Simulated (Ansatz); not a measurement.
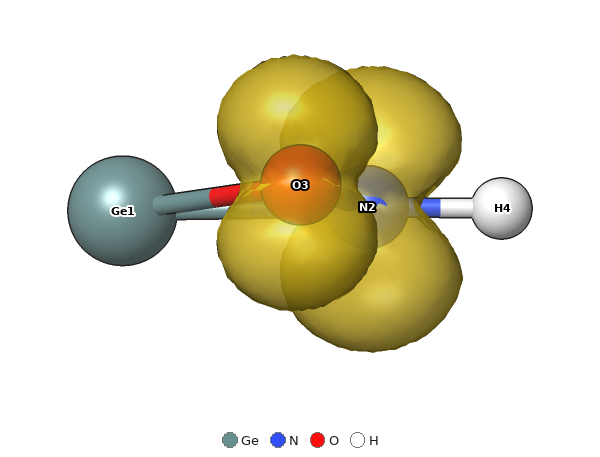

Figure 1: GeHNO (SMILES [NH+]1=[Ge][O]1) (charge +1, doublet). Isosurfaces of the spin density at +0.06 (yellow) and −0.06 e/Å³ (cyan), seen from one side.

Geometry: r2SCAN-D4/def2-SVP.

Method: isolated molecule in a Gaussian basis; Kohn-Sham density functional theory, functional PBE0 (Ansatz).

```xyz
4

Ge   -0.8137    0.8258    1.5100
N     0.4301    0.8851    0.0924
O     0.9233    0.0344    0.9847
H     0.9868    1.0439   -0.7623
```

> Describe the spin distribution.

The unpaired spin (1 electron) lies mostly on N2 (about 0.5) and O3 (about 0.5), in electrons by Hirshfeld's partition. Only one sign reaches the isovalue.
